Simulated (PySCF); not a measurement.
# PbF4: other functionals and bases at one geometry

Aim: see how levels, charges and forces of PbF4 depend on the level of theory. The structure is generated, not taken from experiment.

Method: several levels, as the steps say, no spin–orbit coupling; program: PySCF 2.14.0.

4 further runs of the same task are left out: 2 for a known fault of the program, 2 that didn't finish.

### 1 The system as given

5 atoms, charge 0, spin multiplicity 1.

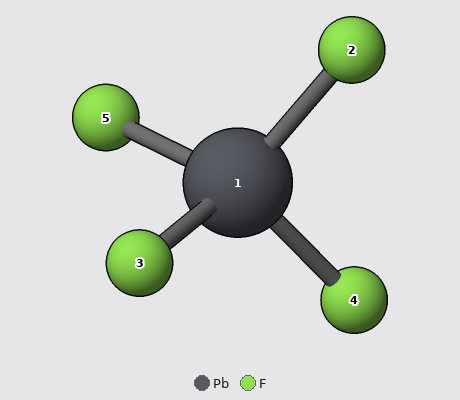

The structure; lead dark grey, fluorine green; atoms are numbered from 1 in the order of the file.

Geometry (Å):

```xyz
5
F4Pb
Pb    0.00000    0.00000    0.00000
F     1.57390    0.00000    1.25807
F     0.00000    1.57390   -1.25807
F    -1.57390    0.00000    1.25807
F     0.00000   -1.57390   -1.25807
```

Formal oxidation states: Pb +4. An earlier session relaxed this geometry at r2SCAN, Pb def2-SVP with ECP60, F def2-SVP (singlet, point group D2d).

At r2SCAN on the finer grid: E = -591.834063 Eh, HOMO -10.17 eV, LUMO -6.38 eV, Mulliken charge on Pb1 +1.47 e, largest force component 0.058 eV/Å. 

Levels to run: TPSSh; wB97X; B3LYP; PBE; r2SCAN, TZVP; r2SCAN, x2c-SVP. Hardware: 2 threads of Arm Neoverse V2, shared host.

### 2 TPSSh

run.py (the lines that set the calculation) reads:

```python
mol = gto.M(atom='''
Pb     0.00000     0.00000     0.00000
F      1.57390     0.00000     1.25807
F      0.00000     1.57390    -1.25807
F     -1.57390     0.00000     1.25807
F      0.00000    -1.57390    -1.25807''',
    basis={'Pb': 'def2-SVP', 'F': 'def2-SVP'},
    ecp={'Pb': 'def2-SVP'},
    charge=0, spin=0)
mf = dft.RKS(mol, xc='TPSSH')
mf.grids.atom_grid = (75, 302)
mf = mf.density_fit()  # fitting sets: Pb def2-universal-JKFIT, F def2-universal-JKFIT
mf.conv_tol = 1e-08; mf.max_cycle = 55
mf.kernel(dm0)  # dm0: the density of the relaxed state
```

On the command line:

```sh
$ OMP_NUM_THREADS=2 python run.py
```

Standard output:

```text
init E= -591.830889921632
  HOMO = -0.388828840501591  LUMO = -0.218798974087864  gap/eV = 4.62675
cycle= 1 E= -591.831463962278  delta_E= -0.000574  |g|= 0.0114  |ddm|= 0.0886
  HOMO = -0.390318994532914  LUMO = -0.220489681926615  gap/eV = 4.62129
cycle= 2 E= -591.831475701655  delta_E= -1.17e-05  |g|= 0.00719  |ddm|= 0.0171
  HOMO = -0.389320562840514  LUMO = -0.219462279854113  gap/eV = 4.62208
cycle= 3 E= -591.831482534182  delta_E= -6.83e-06  |g|= 0.00266  |ddm|= 0.00619
  HOMO = -0.389516366060134  LUMO = -0.219520750022092  gap/eV = 4.62582
cycle= 4 E= -591.831483705871  delta_E= -1.17e-06  |g|= 0.000606  |ddm|= 0.00308
  HOMO = -0.389510685235305  LUMO = -0.219549710199878  gap/eV = 4.62487
cycle= 5 E= -591.83148378334  delta_E= -7.75e-08  |g|= 0.000122  |ddm|= 0.000801
  HOMO = -0.389511362532228  LUMO = -0.219549240295201  gap/eV = 4.62490
cycle= 6 E= -591.831483784697  delta_E= -1.36e-09  |g|= 8.92e-05  |ddm|= 0.000177
  HOMO = -0.389502730023341  LUMO = -0.219547665085056  gap/eV = 4.62471
Extra cycle  E= -591.831483774268  delta_E= 1.04e-08  |g|= 0.000247  |ddm|= 0.000284
converged SCF energy = -591.831483774268
```

It took 3 s on 2 threads of Arm Neoverse V2, shared host.

It gives: E = -591.831484 Eh, HOMO -10.60 eV, LUMO -5.97 eV, Mulliken charge on Pb1 +1.45 e, largest force component 0.105 eV/Å. 

### 3 wB97X

run.py (the lines that set the calculation), as its differences from that of step 2:

```diff
@@ -9,3 +9,3 @@
     charge=0, spin=0)
-mf = dft.RKS(mol, xc='TPSSH')
+mf = dft.RKS(mol, xc='WB97X')
 mf.grids.atom_grid = (75, 302)
```

On the command line:

```sh
$ OMP_NUM_THREADS=2 python run.py
```

Standard output:

```text
init E= -591.842431669307
  HOMO = -0.519782721541851  LUMO = -0.126623089949092  gap/eV = 10.69842
cycle= 1 E= -591.848102876487  delta_E= -0.00567  |g|= 0.0418  |ddm|= 0.294
  HOMO = -0.518886569914845  LUMO = -0.128065771006622  gap/eV = 10.63478
cycle= 2 E= -591.848517482836  delta_E= -0.000415  |g|= 0.0302  |ddm|= 0.0648
  HOMO = -0.522062704266062  LUMO = -0.128253985094656  gap/eV = 10.71608
cycle= 3 E= -591.848687464972  delta_E= -0.00017  |g|= 0.011  |ddm|= 0.037
  HOMO = -0.520950487631091  LUMO = -0.126983260123858  gap/eV = 10.72039
cycle= 4 E= -591.848716779283  delta_E= -2.93e-05  |g|= 0.00162  |ddm|= 0.0131
  HOMO = -0.52112691992248  LUMO = -0.127150169012683  gap/eV = 10.72065
cycle= 5 E= -591.848717820183  delta_E= -1.04e-06  |g|= 0.000139  |ddm|= 0.00343
  HOMO = -0.521129417797634  LUMO = -0.127135488947005  gap/eV = 10.72112
cycle= 6 E= -591.848717837315  delta_E= -1.71e-08  |g|= 2.8e-05  |ddm|= 0.000438
  HOMO = -0.52113100025383  LUMO = -0.127135078012369  gap/eV = 10.72118
cycle= 7 E= -591.848717838261  delta_E= -9.47e-10  |g|= 2.47e-05  |ddm|= 9.81e-05
  HOMO = -0.521131215164432  LUMO = -0.127135306254807  gap/eV = 10.72117
Extra cycle  E= -591.84871783834  delta_E= -7.89e-11  |g|= 3.18e-05  |ddm|= 4.67e-05
converged SCF energy = -591.84871783834
```

Run time: 2.8 s. Hardware: 2 threads of Arm Neoverse V2, shared host.

It gives: E = -591.848718 Eh, HOMO -14.18 eV, LUMO -3.46 eV, Mulliken charge on Pb1 +1.52 e, largest force component 0.361 eV/Å. 

### 4 B3LYP

run.py (the lines that set the calculation), as its differences from that of step 3:

```diff
@@ -9,3 +9,3 @@
     charge=0, spin=0)
-mf = dft.RKS(mol, xc='WB97X')
+mf = dft.RKS(mol, xc='B3LYP')
 mf.grids.atom_grid = (75, 302)
```

On the command line:

```sh
$ OMP_NUM_THREADS=2 python run.py
```

Standard output:

```text
init E= -591.962900617292
  HOMO = -0.41900581421758  LUMO = -0.214322842699879  gap/eV = 5.56971
cycle= 1 E= -591.963551949884  delta_E= -0.000651  |g|= 0.0451  |ddm|= 0.162
  HOMO = -0.412499439260514  LUMO = -0.212785281587731  gap/eV = 5.43450
cycle= 2 E= -591.962784329477  delta_E= 0.000768  |g|= 0.0799  |ddm|= 0.11
  HOMO = -0.417473794728606  LUMO = -0.214496225899396  gap/eV = 5.52330
cycle= 3 E= -591.96392517971  delta_E= -0.00114  |g|= 0.00132  |ddm|= 0.0692
  HOMO = -0.417285194469694  LUMO = -0.214181848326749  gap/eV = 5.52672
cycle= 4 E= -591.963925508766  delta_E= -3.29e-07  |g|= 0.000412  |ddm|= 0.00263
  HOMO = -0.417302378855745  LUMO = -0.214213303622216  gap/eV = 5.52634
cycle= 5 E= -591.963925543704  delta_E= -3.49e-08  |g|= 8.39e-05  |ddm|= 0.000539
  HOMO = -0.417304534564014  LUMO = -0.214213510093764  gap/eV = 5.52639
cycle= 6 E= -591.963925544898  delta_E= -1.19e-09  |g|= 2.62e-05  |ddm|= 8.38e-05
  HOMO = -0.417302300124735  LUMO = -0.214213498627792  gap/eV = 5.52633
Extra cycle  E= -591.963925544326  delta_E= 5.72e-10  |g|= 6.15e-05  |ddm|= 6.98e-05
converged SCF energy = -591.963925544326
```

It took 2.1 s on 2 threads of Arm Neoverse V2, shared host.

Read off: E = -591.963926 Eh, HOMO -11.36 eV, LUMO -5.83 eV, Mulliken charge on Pb1 +1.46 e, largest force component 0.082 eV/Å. 

### 5 PBE

run.py (the lines that set the calculation), as its differences from that of step 4:

```diff
@@ -9,3 +9,3 @@
     charge=0, spin=0)
-mf = dft.RKS(mol, xc='B3LYP')
+mf = dft.RKS(mol, xc='PBE')
 mf.grids.atom_grid = (75, 302)
```

On the command line:

```sh
$ OMP_NUM_THREADS=2 python run.py
```

Standard output:

```text
init E= -591.572178995122
  HOMO = -0.3431861682542  LUMO = -0.22883077151123  gap/eV = 3.11177
cycle= 1 E= -591.572437890465  delta_E= -0.000259  |g|= 0.108  |ddm|= 0.278
  HOMO = -0.362039680108594  LUMO = -0.234593124039066  gap/eV = 3.46800
cycle= 2 E= -591.563266070455  delta_E= 0.00917  |g|= 0.248  |ddm|= 0.354
  HOMO = -0.348815664013671  LUMO = -0.229738648198744  gap/eV = 3.24025
cycle= 3 E= -591.574818458446  delta_E= -0.0116  |g|= 0.00685  |ddm|= 0.227
  HOMO = -0.349017510132869  LUMO = -0.230350190139539  gap/eV = 3.22910
cycle= 4 E= -591.574830214558  delta_E= -1.18e-05  |g|= 0.000975  |ddm|= 0.0115
  HOMO = -0.348917889927935  LUMO = -0.230241097695032  gap/eV = 3.22936
cycle= 5 E= -591.574830330472  delta_E= -1.16e-07  |g|= 0.000428  |ddm|= 0.00119
  HOMO = -0.348922207813941  LUMO = -0.230242926364571  gap/eV = 3.22943
cycle= 6 E= -591.574830353618  delta_E= -2.31e-08  |g|= 0.000268  |ddm|= 0.000614
  HOMO = -0.348930594047893  LUMO = -0.230247187408875  gap/eV = 3.22954
cycle= 7 E= -591.574830368285  delta_E= -1.47e-08  |g|= 2.32e-05  |ddm|= 0.00026
  HOMO = -0.348929987183226  LUMO = -0.230246415674397  gap/eV = 3.22954
cycle= 8 E= -591.574830368248  delta_E= 3.73e-11  |g|= 2.8e-05  |ddm|= 4.37e-05
  HOMO = -0.348928431889722  LUMO = -0.230246223059535  gap/eV = 3.22951
Extra cycle  E= -591.574830366224  delta_E= 2.02e-09  |g|= 0.000103  |ddm|= 0.000118
converged SCF energy = -591.574830366224
```

It took 2.5 s on 2 threads of Arm Neoverse V2, shared host.

Read off: E = -591.574830 Eh, HOMO -9.49 eV, LUMO -6.27 eV, Mulliken charge on Pb1 +1.29 e, largest force component 0.436 eV/Å. 

### 6 r2SCAN, TZVP

Basis: Pb def2-TZVP with ECP60, F def2-TZVP. 

run.py (the lines that set the calculation) reads:

```python
mol = gto.M(atom='''
Pb     0.00000     0.00000     0.00000
F      1.57390     0.00000     1.25807
F      0.00000     1.57390    -1.25807
F     -1.57390     0.00000     1.25807
F      0.00000    -1.57390    -1.25807''',
    basis={'Pb': 'def2-TZVP', 'F': 'def2-TZVP'},
    ecp={'Pb': 'def2-TZVP'},
    charge=0, spin=0)
mf = dft.RKS(mol, xc='R2SCAN')
mf.grids.atom_grid = (75, 302)
mf = mf.density_fit()  # fitting sets: Pb def2-universal-JKFIT, F def2-universal-JKFIT
mf.conv_tol = 1e-08; mf.max_cycle = 55
mf.kernel(dm0)  # dm0: free metal ions and neutral atoms
```

On the command line:

```sh
$ OMP_NUM_THREADS=2 python run.py
```

Standard output:

```text
init E= -603.484665750537
  HOMO = -0.261735964917192  LUMO = -0.150787992683675  gap/eV = 3.01905
cycle= 1 E= -591.567595418782  delta_E= 11.9  |g|= 2.51  |ddm|= 2.58
  HOMO = -0.649676772212939  LUMO = -0.298255132221787  gap/eV = 9.56267
cycle= 2 E= -590.091358704806  delta_E= 1.48  |g|= 3.95  |ddm|= 3.64
  HOMO = -0.392561182480751  LUMO = -0.255254143655357  gap/eV = 3.73631
cycle= 3 E= -592.367926376321  delta_E= -2.28  |g|= 0.169  |ddm|= 2.63
  HOMO = -0.382590538956964  LUMO = -0.235898324982895  gap/eV = 3.99170
cycle= 4 E= -592.371064812355  delta_E= -0.00314  |g|= 0.091  |ddm|= 0.348
  HOMO = -0.387208556645775  LUMO = -0.244837496130078  gap/eV = 3.87411
cycle= 5 E= -592.372371722694  delta_E= -0.00131  |g|= 0.0193  |ddm|= 0.141
  HOMO = -0.388076400963633  LUMO = -0.244794407189865  gap/eV = 3.89890
cycle= 6 E= -592.372437831335  delta_E= -6.61e-05  |g|= 0.00141  |ddm|= 0.0207
  HOMO = -0.388319169389758  LUMO = -0.245056017423099  gap/eV = 3.89839
cycle= 7 E= -592.37243808835  delta_E= -2.57e-07  |g|= 0.000537  |ddm|= 0.00114
  HOMO = -0.388267627425234  LUMO = -0.245018144289723  gap/eV = 3.89802
cycle= 8 E= -592.372438133594  delta_E= -4.52e-08  |g|= 8.88e-06  |ddm|= 0.000335
  HOMO = -0.388266382192628  LUMO = -0.245016325499002  gap/eV = 3.89803
cycle= 9 E= -592.372438133604  delta_E= -9.78e-12  |g|= 3.34e-06  |ddm|= 1.28e-05
  HOMO = -0.388266147603725  LUMO = -0.245016563687063  gap/eV = 3.89802
Extra cycle  E= -592.372438133597  delta_E= 6.82e-12  |g|= 7.38e-06  |ddm|= 1.18e-05
converged SCF energy = -592.372438133597
```

It took 11 s on 2 threads of Arm Neoverse V2, shared host.

It gives: E = -592.372438 Eh, HOMO -10.57 eV, LUMO -6.67 eV, Mulliken charge on Pb1 +1.60 e, largest force component 0.422 eV/Å. 

### 7 r2SCAN, x2c-SVP

Basis: Pb x2c-SVPall, F x2c-SVPall. All electrons are treated, with the spin-free X2C Hamiltonian.

run.py (the lines that set the calculation) reads:

```python
mol = gto.M(atom='''
Pb     0.00000     0.00000     0.00000
F      1.57390     0.00000     1.25807
F      0.00000     1.57390    -1.25807
F     -1.57390     0.00000     1.25807
F      0.00000    -1.57390    -1.25807''',
    basis={'Pb': 'x2c-SVPall', 'F': 'x2c-SVPall'},
    nucmod='G',
    charge=0, spin=0)
mf = dft.RKS(mol, xc='R2SCAN')
mf.grids.atom_grid = (99, 590)
mf = mf.density_fit()  # fitting sets: Pb AutoAux, F AutoAux
mf = mf.sfx2c1e()
mf.conv_tol = 1e-08; mf.max_cycle = 55
mf.kernel(dm0)  # dm0: free metal ions and neutral atoms
```

On the command line:

```sh
$ OMP_NUM_THREADS=2 python run.py
```

Standard output:

```text
init E= -21295.5790100458
  HOMO = -0.244872720000132  LUMO = -0.134764561209538  gap/eV = 2.99620
cycle= 1 E= -21283.3536437082  delta_E= 12.2  |g|= 2.03  |ddm|= 3.18
  HOMO = -0.606589691578734  LUMO = -0.276933106455005  gap/eV = 8.97041
cycle= 2 E= -21282.2189169195  delta_E= 1.13  |g|= 3.12  |ddm|=  4.2
  HOMO = -0.374359462414857  LUMO = -0.24237290763073  gap/eV = 3.59154
cycle= 3 E= -21284.0144527211  delta_E= -1.8  |g|= 0.15  |ddm|= 2.99
  HOMO = -0.370294547547112  LUMO = -0.230051214931659  gap/eV = 3.81622
cycle= 4 E= -21284.0175550188  delta_E= -0.0031  |g|= 0.0622  |ddm|= 0.304
  HOMO = -0.373268895592524  LUMO = -0.235865946723736  gap/eV = 3.73892
cycle= 5 E= -21284.0181003705  delta_E= -0.000545  |g|= 0.00487  |ddm|= 0.0952
  HOMO = -0.373309735519468  LUMO = -0.235633634629688  gap/eV = 3.74636
cycle= 6 E= -21284.0181051457  delta_E= -4.78e-06  |g|= 0.000517  |ddm|= 0.00737
  HOMO = -0.373372282454852  LUMO = -0.235715418682096  gap/eV = 3.74583
cycle= 7 E= -21284.018105194  delta_E= -4.83e-08  |g|= 2.94e-05  |ddm|= 0.000782
  HOMO = -0.373371416457578  LUMO = -0.23571431264415  gap/eV = 3.74584
cycle= 8 E= -21284.0181051941  delta_E= -1.31e-10  |g|= 1.57e-06  |ddm|= 2.84e-05
  HOMO = -0.373371153470993  LUMO = -0.235714067865556  gap/eV = 3.74584
Extra cycle  E= -21284.0181051941  delta_E= 2.91e-11  |g|= 1.57e-06  |ddm|= 2e-06
converged SCF energy = -21284.0181051941
```

Wall time 18 s (2 threads of Arm Neoverse V2, shared host).

It gives: E = -21284.018105 Eh, HOMO -10.16 eV, LUMO -6.41 eV, Mulliken charge on Pb1 +1.50 e, largest force component 0.288 eV/Å. 

### 8 All levels side by side

| level | state | HOMO (eV) | gap (eV) | charge on Pb1 (e) | dipole (D) | largest force (eV/Å) | basis functions | time |
| --- | --- | --- | --- | --- | --- | --- | --- | --- |
| r2SCAN (relaxed here) | singlet | -10.17 | 3.79 | 1.47 | 0.00 | 0.06 | 82 | 10 s |
| TPSSh | singlet | -10.60 | 4.62 | 1.45 | 0.00 | 0.10 | 82 | 3 s |
| wB97X | singlet | -14.18 | 10.72 | 1.52 | 0.00 | 0.36 | 82 | 2.8 s |
| B3LYP | singlet | -11.36 | 5.53 | 1.46 | 0.00 | 0.08 | 82 | 2.1 s |
| PBE | singlet | -9.49 | 3.23 | 1.29 | 0.00 | 0.44 | 82 | 2.5 s |
| r2SCAN, TZVP | singlet | -10.57 | 3.90 | 1.60 | 0.00 | 0.42 | 174 | 11 s |
| r2SCAN, x2c-SVP | singlet | -10.16 | 3.75 | 1.50 | 0.00 | 0.29 | 118 | 18 s |

Times are on 2 threads of Arm Neoverse V2, shared host; the first row also made further properties.

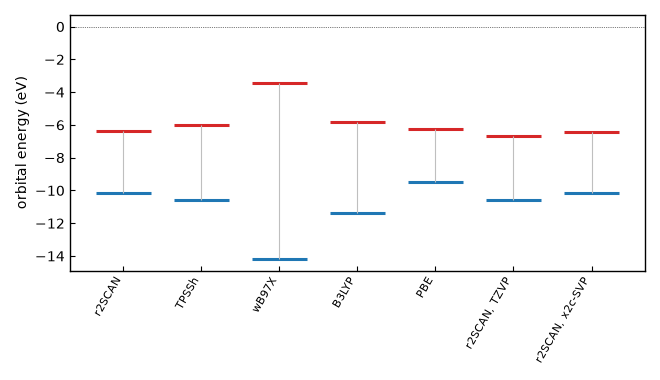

Highest filled and lowest empty level, method by method.

In one basis the HOMO–LUMO gap runs from 3.23 eV (PBE) to 10.72 eV (wB97X). The largest leftover force, 0.44 eV/Å with PBE, stands at a geometry relaxed at another level. The Mulliken charge on Pb spans +1.29 to +1.60 e over the levels. Total energies of different levels can't be compared. Spin–orbit coupling is left out throughout.
